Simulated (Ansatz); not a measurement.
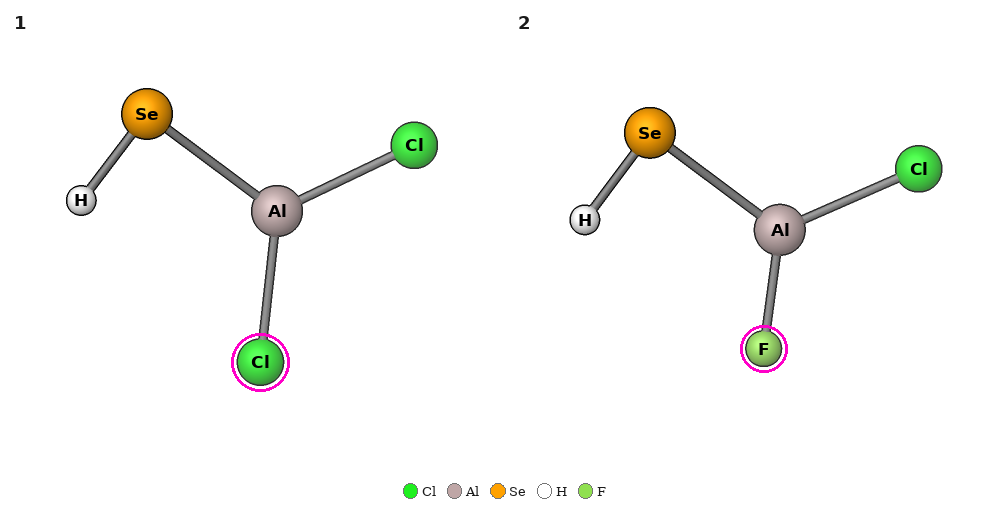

2 molecules with one skeleton, seen from the same side and at one scale; the atom that differs is circled. Each species is neutral and a spin singlet. Computed geometries: PBE0-D4/def2-TZVP optimisations, one conformation each. Properties computed with Ansatz 0.2.0.

One atom differs, called X below: Cl in panel 1, F in panel 2. Their formulas are AlCl2HSe (`[Cl][Al]([Cl])[SeH]`), AlClFHSe (`[F][Al]([Cl])[SeH]`).

In which is the length of X–Al larger (PBE0-D4/def2-TZVP)?

In panel 1 (X = Cl).

In which is the harmonic zero-point energy higher (PBE0-D4/def2-TZVP)?

In panel 2 (X = F).

Give the values. With PBE0-D4/def2-TZVP: length of X–Al (Å), angle X–Al–Se (°), dipole moment (D), harmonic zero-point energy (kJ/mol). With PBE0-D4/def2-SVP: HOMO energy (Kohn–Sham orbital) (eV), HOMO–LUMO gap (eV).

```
                            quantity  1 (Cl)  2 (F)   2 − 1
                  length of X–Al (Å)   2.080  1.639  −0.441
                   angle X–Al–Se (°)   121.6  120.1    −1.5
                   dipole moment (D)    1.07   1.10   +0.03
 harmonic zero-point energy (kJ/mol)    30.9   33.3    +2.4
HOMO energy (Kohn–Sham orbital) (eV)   −7.73  −7.75   −0.02
                  HOMO–LUMO gap (eV)    6.80   6.82   +0.02
```
